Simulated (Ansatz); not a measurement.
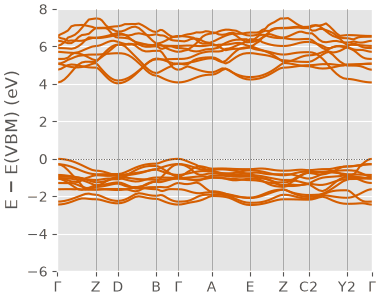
Figure. Band structure from the program Ansatz at the r²SCAN+D4 level (PAW)

### Question
Read off the gap and where the band edges lie.

### Answer
About 4.0 eV (4.03 eV by a search for the band edges); maximum at Γ, minimum at D.

The material is SrCaI4 in space group P2/m (No. 10; Sr on 1a, Ca on 1f, I on 2m, I on 2n).

The workflow started from a Materials Project entry (that database holds measured and hypothetical structures alike); the Crystallography Open Database copy checked does not list it. With Sr and Ca taken as one species the cell has the higher symmetry P-3m1, so it may be an ordered model of a mixed-site phase. Whether it is the stable phase at ambient conditions was not checked. The cell was relaxed with r²SCAN+D4 under the symmetry of its start; its stability against distortions is not shown here. Spin–orbit coupling is left out wherever it is not named.

Potentials: the later of the program's two PAW sets.
